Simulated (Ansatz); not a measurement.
# Tc of Pd-Rh-Rh-Pd stack of (111) layers from its phonons, part 2 of 2

Wanted: λ, ω_log and Tc of Pd-Rh-Rh-Pd stack of (111) layers. The cell shown first is a relaxed one, from steps not shown here.

Ansatz 0.2.0; DFT PBEsol, scalar-relativistic, plane waves, PAW; PAW set soft_1.

So far, coupling constant λ: step 2 (coupling and resistivity: q 3×3×1, k 9×9×1, scattering …) 0.242. Also log mean phonon energy ħω_log (meV): step 2 18.5.

### 3. Coupling and resistivity: scattering mesh 24×24×1

The next rung changes the scattering mesh, which samples the Fermi surface.

Input file input.yaml:

```yaml
crystal:
  lattice:
    - [2.6755803099, -2.8745e-06, 0.0]
    - [-1.3377876656, 2.3171219555, 0.0]
    - [0.0, 0.0, 36.9635839278]
  atoms:
    - { symbol: Pd, position: [0.0, 0.0, 0.148682437] }
    - { symbol: Rh, position: [0.3333333333, 0.6666666667, 0.2094571975] }
    - { symbol: Rh, position: [0.6666666667, 0.3333333333, 0.266194461] }
    - { symbol: Pd, position: [0.0, 0.0, 0.3269692215] }
  periodic: [true, true, false]
kpoints:
  mp_grid: { grid: [9, 9, 1] }
hamiltonian:
  xc: pbesol
  pseudopotentials: { kind: paw, azcp: { folder: soft_1 }, xc_functional: pbe }
scf:
  occupations: { method: methfessel_paxton, width: 0.2 }
output:
  eigenvalues: true
phonons:
  method: dfpt
  qmesh: [3, 3, 1]
  temperatures: { t_max: 1000, t_step: 50 }
  qpath:
    path:
      - [0.0, 0.0, 0.0]
      - [0.5, 0.0, 0.0]
      - [0.33333333, 0.33333333, 0.0]
      - [0.0, 0.0, 0.0]
    npoints: 10
  electrical_resistivity:
    mesh: [24, 24, 1]
    temperatures: [20.0, 50.0, 77.0, 100.0, 150.0, 200.0, 300.0, 400.0, 600.0, 800.0]
  superconductivity: { mesh: [24, 24, 1] }
```

Run with:

```console
ansatz run input.yaml --threads 4 --pin off --max-ram 12288MiB --backend cpu --events-out ev --progress --plain --runs-dir out
```

Numbers of over 12 decimals in the logs are rounded to 6 here.

The log of the run:

```text
[...]
Crystal: 4 atoms, lattice volume = 229.161 Å³
Basis set: ecut = 420 eV, 4569 PW (Γ), exchange–correlation on 36×36×500 points (8 copies of the dense FFT grid, shifted against one another)
Bands: 42, of which v1, the nominal top of the filled ones, is band 35 counted from 1 (34 counted from 0)
Symmetry: 12 space group operations
k-points: 12 of 81 (irreducible under 6 space group operations, time reversal used)
[...]
SCF iter   1: F=—  HF=-26498.517223 eV  |F-HF|=—  |Δ(HF+E_count)|=         —  Δρ=1.43e-1  dr2=1.96e2  ethr=3.10e-3  ⟨swp⟩=16.8  Hψ=4014  notcnv=0
[...]
SCF iter  17: F=-26489.592556 eV  HF=-26489.592556 eV  |F-HF|=4.37e-10  |Δ(HF+E_count)|=  1.06e-10  S|Δr|=    0.00e0  Δρ=3.26e-8  dr2=5.04e-12  ethr=1.00e-12  ⟨swp⟩=22.8  Hψ=4425  notcnv=0
SCF 1 converged in 17 iterations: F = -26489.592556 eV  dr2 = 5.04e-12
[...]
NSCF: frozen V_eff on 12 k-points
[...]
k-points: 12 of 81
SCF iter   1: F=—  HF=-26498.517223 eV  |F-HF|=—  |Δ(HF+E_count)|=         —  Δρ=1.43e-1  dr2=1.96e2  ethr=3.10e-3  ⟨swp⟩=16.8  Hψ=4014  notcnv=0
[...]
SCF iter  17: F=-26489.592556 eV  HF=-26489.592556 eV  |F-HF|=6.18e-11  |Δ(HF+E_count)|=  1.06e-10  S|Δr|=    0.00e0  Δρ=3.24e-8  dr2=5.03e-12  ethr=1.00e-12  ⟨swp⟩=3.8  Hψ=1355  notcnv=0
SCF 2 converged in 17 iterations: F = -26489.592556 eV  dr2 = 5.03e-12
[...]
SCF converged after 17 iterations
[...]
Free energy (F): -26489.592556 eV
[...]
Internal energy: -26489.570886 eV  (E = F + TS)
E sigma→0 (E₀):  -26489.587139 eV
Entropy (-TS):   -0.021671 eV (-5.418 meV/atom)
Fermi energy:    -5.243263 eV
[...]
--- Band table (eV; the first three rows and the last of 12) ---
  k-point 0: bands = [... 31 lower, -6.3536, -6.3536, -6.2825, -6.2825, -5.8898, -5.8898, -5.1623, -5.0039, ... 3 higher]
  k-point 1: bands = [... 31 lower, -6.7473, -6.6728, -6.6327, -6.3133, -6.2116, -5.8597, -5.2890, -4.9695, ... 3 higher]
  k-point 2: bands = [... 31 lower, -6.9919, -6.9575, -6.7237, -6.2570, -6.1660, -5.7903, -4.9083, -4.4971, ... 3 higher]
  k-point 11: bands = [... 31 lower, -6.5635, -6.0154, -5.5180, -5.0991, -5.0991, 1.5938, 1.7582, 1.7582, ... 3 higher]
[...]
ASR residual: 6.004e-5 → 0.000e0 eV/Å²; symmetrization residual: 1.088e-6 eV/Å²
[...]
ASR residual per site (eV/Å²): 1.29e-5 6.00e-5 6.00e-5 1.29e-5
[...]
--- Phonons (arbitrary-q DFPT): 3 irreducible q on the 3×3×1 mesh ---
[...]
interpolated dispersion: 31 rows × 12 modes
[...]
--- Electrical resistivity: potentials and phonons of a 3×3×1 supercell ---
[...]
at the Fermi level of each mesh (of a tensor half of its trace):
[...]
24×24×1                     2.4327              3.6517    0.2154    0.2781          18.277
        12×12×1                     2.5823              3.8625    0.2359    0.3262          18.547
          6×6×1                     2.3228              4.0771    0.2701    0.3869          19.708
  resistivity on the deck's mesh, µΩ·cm:
[...]
20.00     1.1158e-2              no     1.1158e-2     1.1158e-2      0.0000e0       2.7046e-2         1.5825e-2
     50.00     7.1135e-1              no     7.1135e-1     7.1135e-1      0.0000e0        1.0715e0         7.3760e-1
     77.00      2.6042e0             yes      2.6042e0      2.6042e0      0.0000e0        3.2775e0          2.5860e0
    100.00      4.6834e0              no      4.6834e0      4.6834e0      0.0000e0        5.4908e0          4.5938e0
    150.00      9.4051e0              no      9.4051e0      9.4051e0      0.0000e0        1.0472e1          9.1622e0
    200.00      1.4070e1              no      1.4070e1      1.4070e1      0.0000e0        1.5519e1          1.3691e1
    300.00      2.3581e1              no      2.3581e1      2.3581e1      0.0000e0        2.6115e1          2.2934e1
    400.00      3.3615e1              no      3.3615e1      3.3615e1      0.0000e0        3.7509e1          3.2672e1
    600.00      5.4914e1             yes      5.4914e1      5.4914e1      0.0000e0        6.1674e1          5.3251e1
    800.00      7.6526e1             yes      7.6526e1      7.6526e1      0.0000e0        8.5761e1          7.3970e1
  sheet resistance at 20 K: 0.03019 Ω
[...]
sheet resistance at 50 K: 1.924 Ω
[...]
sheet resistance at 77 K: 7.045 Ω
[...]
sheet resistance at 100 K: 12.67 Ω
[...]
sheet resistance at 150 K: 25.44 Ω
[...]
sheet resistance at 200 K: 38.06 Ω
[...]
sheet resistance at 300 K: 63.80 Ω
[...]
sheet resistance at 400 K: 90.94 Ω
[...]
sheet resistance at 600 K: 148.6 Ω
[...]
sheet resistance at 800 K: 207.0 Ω
[...]
vibrations of 9 cells: unjudged by the run; compare a larger repeat
[...]
--- Superconductivity: potentials and phonons of a 3×3×1 supercell ---
           mesh         λ    ħω_log (meV)  μ* declared at (meV)
        24×24×1    0.2154          18.277               20.333
        12×12×1    0.2359          18.547               20.425
          6×6×1    0.2701          19.708               21.432
  λ by the species' shares of the modes' patterns: Pd 0.1105, Rh 0.1049
[...]
0.08      0.007         0.007    none_found    none_found    none_found    none_found     none_found
      0.10      0.001         0.001    none_found    none_found    none_found    none_found     none_found
      0.12      0.000         0.000    none_found    none_found    none_found    none_found     none_found
      0.13      0.000         0.000    none_found    none_found    none_found    none_found     none_found
      0.14      0.000         0.000    none_found    none_found    none_found    none_found     none_found
      0.16      0.000         0.000    none_found    none_found    none_found    none_found     none_found
      0.20          -             -    none_found    none_found    none_found    none_found     none_found
  none_found: no transition down to 0.1 K
[...]
vibrations of 9 cells: unjudged by the run; compare a larger repeat
[...]
```

It took 9.1 min on 4 threads of Arm Neoverse V2, shared host; peak memory 2.8 GiB; 35 min of CPU time.

Numbers from this step:

- sheet resistance 300K: 63.8 Ω/square, mean in the plane
- resistivity at 300 K: 23.58 μΩ cm, mean of the axes, of the whole cell with its vacuum
- coupling constant λ: 0.2154
- density of states at the Fermi level: 2.433 states/eV a spin and cell
- log mean phonon energy ħω_log: 18.28 meV
- transport coupling constant λ_tr: 0.2781, 0.2781, 0 (xx, yy, zz)
- Drude plasma energy: 3.652, 3.652, 0 eV (xx, yy, zz), of the whole cell with its vacuum
- second-moment phonon energy ħω₂: 20.33 meV

An empty cell: under 1 mK by a formula, or no transition down to the floor of the Eliashberg search. Transition temperatures:

| μ* | McMillan Tc (K) | Allen–Dynes Tc (K) |
| --- | --- | --- |
| 0.08 | 0.00702 | 0.00707 |
| 0.1 | - | - |
| 0.12 | - | - |
| 0.13 | - | - |
| 0.14 | - | - |
| 0.16 | - | - |
| 0.2 | - | - |

For the coupling constant λ, step 2 gave 0.242; this run, with scattering mesh 24×24×1, gives 0.215 (-11 %).

### 4. Resistivity: q 3×3×1, k 12×12×1, scattering 24×24×1

The next rung changes the k mesh of the density and its response.

input.yaml, as its differences from that of step 3:

```diff
@@ -12,3 +12,3 @@
 kpoints:
-  mp_grid: { grid: [9, 9, 1] }
+  mp_grid: { grid: [12, 12, 1] }
 hamiltonian:
```

The mesh is denser.

The log of the run:

```text
[...]
Crystal: 4 atoms, lattice volume = 229.161 Å³
Basis set: ecut = 420 eV, 4569 PW (Γ), exchange–correlation on 36×36×500 points (8 copies of the dense FFT grid, shifted against one another)
Bands: 42, of which v1, the nominal top of the filled ones, is band 35 counted from 1 (34 counted from 0)
Symmetry: 12 space group operations
k-points: 19 of 144 (irreducible under 6 space group operations, time reversal used)
[...]
SCF iter   1: F=—  HF=-26498.496174 eV  |F-HF|=—  |Δ(HF+E_count)|=         —  Δρ=1.42e-1  dr2=1.93e2  ethr=3.10e-3  ⟨swp⟩=17.0  Hψ=6288  notcnv=0
[...]
SCF iter  15: F=-26489.609088 eV  HF=-26489.609088 eV  |F-HF|=9.82e-11  |Δ(HF+E_count)|=  1.13e-10  S|Δr|=    0.00e0  Δρ=5.97e-8  dr2=6.14e-12  ethr=1.00e-12  ⟨swp⟩=24.3  Hψ=7437  notcnv=0
SCF 1 converged in 15 iterations: F = -26489.609088 eV  dr2 = 6.14e-12
[...]
k-points: 19 of 144
SCF iter   1: F=—  HF=-26498.496174 eV  |F-HF|=—  |Δ(HF+E_count)|=         —  Δρ=1.42e-1  dr2=1.93e2  ethr=3.10e-3  ⟨swp⟩=17.0  Hψ=6288  notcnv=0
[...]
SCF iter  15: F=-26489.609088 eV  HF=-26489.609088 eV  |F-HF|=8.73e-11  |Δ(HF+E_count)|=  1.16e-10  S|Δr|=    0.00e0  Δρ=5.95e-8  dr2=5.95e-12  ethr=1.00e-12  ⟨swp⟩=4.7  Hψ=2427  notcnv=0
SCF 2 converged in 15 iterations: F = -26489.609088 eV  dr2 = 5.95e-12
[...]
SCF converged after 15 iterations
[...]
Free energy (F): -26489.609088 eV
[...]
Internal energy: -26489.603933 eV  (E = F + TS)
E sigma→0 (E₀):  -26489.607799 eV
Entropy (-TS):   -0.005155 eV (-1.289 meV/atom)
Fermi energy:    -5.196601 eV
[...]
--- Band table (eV; the first three rows and the last of 19) ---
  k-point 0: bands = [... 31 lower, -6.3185, -6.3185, -6.2334, -6.2334, -5.8409, -5.8409, -5.1360, -4.9680, ... 3 higher]
  k-point 1: bands = [... 31 lower, -6.5303, -6.5111, -6.4503, -6.1783, -6.1679, -5.8237, -5.3481, -4.9475, ... 3 higher]
  k-point 2: bands = [... 31 lower, -7.1177, -6.9321, -6.7111, -6.3286, -6.1727, -5.7910, -4.9021, -4.9018, ... 3 higher]
  k-point 18: bands = [... 31 lower, -6.5347, -5.9700, -5.4746, -5.0640, -5.0640, 1.6247, 1.7918, 1.7918, ... 3 higher]
[...]
ASR residual: 1.018e-4 → 0.000e0 eV/Å²; symmetrization residual: 1.530e-6 eV/Å²
[...]
ASR residual per site (eV/Å²): 5.39e-5 1.02e-4 1.02e-4 5.36e-5
[...]
--- Phonons (arbitrary-q DFPT): 3 irreducible q on the 3×3×1 mesh ---
[...]
interpolated dispersion: 31 rows × 12 modes
[...]
--- Electrical resistivity: potentials and phonons of a 3×3×1 supercell ---
[...]
at the Fermi level of each mesh (of a tensor half of its trace):
[...]
24×24×1                     2.3748              3.6850    0.2178    0.2779          18.069
        12×12×1                     2.5466              3.8945    0.2400    0.3283          18.397
          6×6×1                     2.3557              4.0999    0.2753    0.3931          19.549
  resistivity on the deck's mesh, µΩ·cm:
[...]
20.00     1.1567e-2              no     1.1567e-2     1.1567e-2      0.0000e0       2.7650e-2         1.6121e-2
     50.00     7.2205e-1             yes     7.2205e-1     7.2205e-1      0.0000e0        1.0734e0         7.4703e-1
     77.00      2.6113e0              no      2.6113e0      2.6113e0      0.0000e0        3.2523e0          2.5914e0
    100.00      4.6751e0              no      4.6751e0      4.6751e0      0.0000e0        5.4386e0          4.5860e0
    150.00      9.3751e0              no      9.3751e0      9.3751e0      0.0000e0        1.0391e1          9.1400e0
    200.00      1.4056e1              no      1.4056e1      1.4056e1      0.0000e0        1.5451e1          1.3692e1
    300.00      2.3647e1              no      2.3647e1      2.3647e1      0.0000e0        2.6122e1          2.3029e1
    400.00      3.3761e1              no      3.3761e1      3.3761e1      0.0000e0        3.7588e1          3.2860e1
    600.00      5.5198e1              no      5.5198e1      5.5198e1      0.0000e0        6.1882e1          5.3596e1
    800.00      7.6933e1             yes      7.6933e1      7.6933e1      0.0000e0        8.6087e1          7.4451e1
  sheet resistance at 20 K: 0.03129 Ω
[...]
sheet resistance at 50 K: 1.953 Ω
[...]
sheet resistance at 77 K: 7.064 Ω
[...]
sheet resistance at 100 K: 12.65 Ω
[...]
sheet resistance at 150 K: 25.36 Ω
[...]
sheet resistance at 200 K: 38.03 Ω
[...]
sheet resistance at 300 K: 63.97 Ω
[...]
sheet resistance at 400 K: 91.34 Ω
[...]
sheet resistance at 600 K: 149.3 Ω
[...]
sheet resistance at 800 K: 208.1 Ω
[...]
vibrations of 9 cells: unjudged by the run; compare a larger repeat
[...]
--- Superconductivity: potentials and phonons of a 3×3×1 supercell ---
           mesh         λ    ħω_log (meV)  μ* declared at (meV)
        24×24×1    0.2178          18.069               20.143
        12×12×1    0.2400          18.397               20.280
          6×6×1    0.2753          19.549               21.326
  λ by the species' shares of the modes' patterns: Pd 0.1136, Rh 0.1042
[...]
0.08      0.008         0.008    none_found    none_found    none_found    none_found     none_found
      0.10      0.001         0.001    none_found    none_found    none_found    none_found     none_found
      0.12      0.000         0.000    none_found    none_found    none_found    none_found     none_found
      0.13      0.000         0.000    none_found    none_found    none_found    none_found     none_found
      0.14      0.000         0.000    none_found    none_found    none_found    none_found     none_found
      0.16      0.000         0.000    none_found    none_found    none_found    none_found     none_found
      0.20          -             -    none_found    none_found    none_found    none_found     none_found
  none_found: no transition down to 0.1 K
[...]
vibrations of 9 cells: unjudged by the run; compare a larger repeat
[...]
```

Wall time 14 min (4 threads); peak memory 3.1 GiB; 56 min of CPU time.

Numbers from this step:

| Item | Value |
| --- | --- |
| zero point energy | 0.1198 eV/cell |
| highest frequency, solved or plainly interpolated | 250.1 cm⁻¹ |
| sheet resistance 300K | 63.97 Ω/square, mean in the plane |
| resistivity at 300 K | 23.65 μΩ cm, mean of the axes, of the whole cell with its vacuum |
| coupling constant λ | 0.2178 |
| density of states at the Fermi level | 2.375 states/eV a spin and cell |
| log mean phonon energy ħω_log | 18.07 meV |
| transport coupling constant λ_tr | 0.2779, 0.2779, 0 (xx, yy, zz) |
| Drude plasma energy | 3.685, 3.685, 0 eV (xx, yy, zz), of the whole cell with its vacuum |
| second-moment phonon energy ħω₂ | 20.14 meV |

An empty cell: under 1 mK by a formula, or no transition down to the floor of the Eliashberg search. Transition temperatures:

| μ* | McMillan Tc (K) | Allen–Dynes Tc (K) |
| --- | --- | --- |
| 0.08 | 0.00814 | 0.00819 |
| 0.1 | - | - |
| 0.12 | - | - |
| 0.13 | - | - |
| 0.14 | - | - |
| 0.16 | - | - |
| 0.2 | - | - |

The Eliashberg function α²F has structure finer than the step of the table below, so its rows give means over 2 meV, whole bins alone (the curve runs from 0.122 to 31.2 meV). Peaks (meV: height): α²F 15.1: 0.175, 19.0: 0.26, 20.0: 0.182, 20.4: 0.247, 23.1: 0.154, 24.1: 0.183, 29.5: 0.189; α²F tr 14.6: 0.216, 19.2: 0.351, 20.0: 0.294, 20.4: 0.328, 21.2: 0.244, 24.6: 0.183, 29.5: 0.285.

The Eliashberg function α²F by phonon energy; means over each step:

| phonon energy (meV) | α²F | α²F tr |
| --- | --- | --- |
| 2 | 4.2e-4 | 2.1e-4 |
| 4 | 0.00156 | 8.3e-4 |
| 6 | 0.00475 | 0.00268 |
| 8 | 0.0100 | 0.00735 |
| 10 | 0.0186 | 0.0174 |
| 12 | 0.0367 | 0.0461 |
| 14 | 0.109 | 0.131 |
| 16 | 0.0598 | 0.0742 |
| 18 | 0.121 | 0.152 |
| 20 | 0.183 | 0.260 |
| 22 | 0.117 | 0.175 |
| 24 | 0.122 | 0.141 |
| 26 | 0.0537 | 0.0871 |
| 28 | 0.0861 | 0.120 |
| 30 | 0.115 | 0.155 |

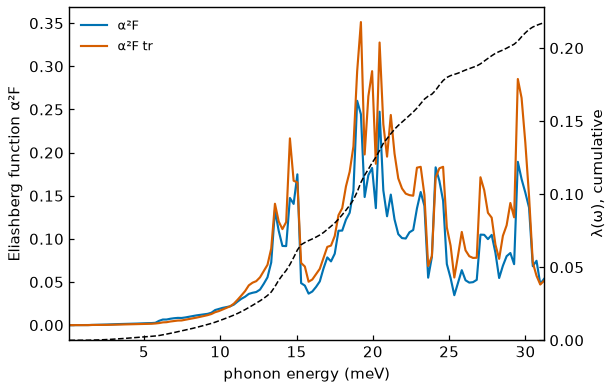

Eliashberg function α²F, plotted against phonon energy. The dashed line is the running λ.

The Eliashberg function α²F has structure finer than the step of the table below, so its rows give means over 2 meV, whole bins alone (the curve runs from 0.122 to 31.2 meV). Peaks (meV: height): α²F 15.1: 0.175, 19.0: 0.26, 20.0: 0.182, 20.4: 0.247, 23.1: 0.154, 24.1: 0.183, 29.5: 0.189; Pd 13.6: 0.104, 15.1: 0.161, 19.0: 0.105, 20.4: 0.0661, 24.6: 0.05, 27.8: 0.0681; Rh 19.0: 0.155, 20.4: 0.181, 23.1: 0.121, 24.1: 0.150, 29.5: 0.174.

Table of Eliashberg function α²F by phonon energy; means over each step:

| phonon energy (meV) | α²F | Pd | Rh |
| --- | --- | --- | --- |
| 2 | 4.2e-4 | 2.4e-4 | 2.3e-4 |
| 4 | 0.00156 | 8.1e-4 | 7.5e-4 |
| 6 | 0.00475 | 0.00340 | 0.00133 |
| 8 | 0.0100 | 0.00754 | 0.00248 |
| 10 | 0.0186 | 0.0132 | 0.00546 |
| 12 | 0.0367 | 0.0266 | 0.0101 |
| 14 | 0.109 | 0.0904 | 0.0181 |
| 16 | 0.0598 | 0.0463 | 0.0135 |
| 18 | 0.121 | 0.0708 | 0.0500 |
| 20 | 0.183 | 0.0677 | 0.115 |
| 22 | 0.117 | 0.0408 | 0.0761 |
| 24 | 0.122 | 0.0324 | 0.0897 |
| 26 | 0.0537 | 0.0319 | 0.0218 |
| 28 | 0.0861 | 0.0456 | 0.0405 |
| 30 | 0.115 | 0.0102 | 0.105 |

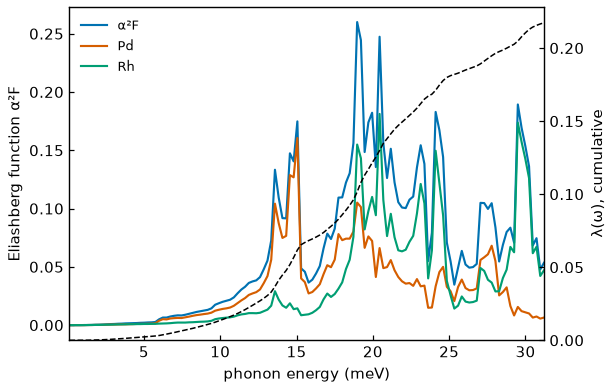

Eliashberg function α²F, plotted against phonon energy. The dashed line is the running λ.

Against step 3 (now k-mesh 12×12×1), the coupling constant λ goes from 0.215 to 0.218, the free energy moves by -4.1 meV an atom and the mean frequency goes from 159 cm⁻¹ to 161 cm⁻¹.

### 5. Results

```yaml
meshes: q 3×3×1, k 12×12×1, scattering 24×24×1
coupling_constant_lambda: 0.218
log_mean_phonon_energy_omega_log: 18.1 meV
```

In words: In the last run (PBEsol, q 3×3×1, k 12×12×1, scattering 24×24×1), with λ = 0.22 and ħω_log = 18.1 meV, Tc at μ* = 0.13 is under 1 mK by the formulas. In that run Allen and Dynes's formula gives no transition above 0.05 K at μ* = 0.10 or more. By the run's own test λ is not converged in the fine mesh: it moves by 10 % between the two finest, and by up to 14 % in the other runs. The run's transport test calls it not converged in the mesh; ρ(300 K) moves by 4 % in the component that moves most. Over the runs, λ takes the values 0.242, 0.215 and 0.218, in the order shown. The structure is a hand-built model. μ* is a typed number, phonons are harmonic, and spin fluctuations are left out; with λ this near or under μ*(1 + 0.62 λ), the formulas give Tc only to its order of magnitude, or none.

[Logs are printed without paths, hosts, clocks, repeated set-up lines and the standing remarks that a program may print on its own settings, such as how far it seeks lower states.]

[Hosts, paths, dates, database ids (printed as entryN), source tags and the programs' standing remarks are cut or masked in the printed files.]
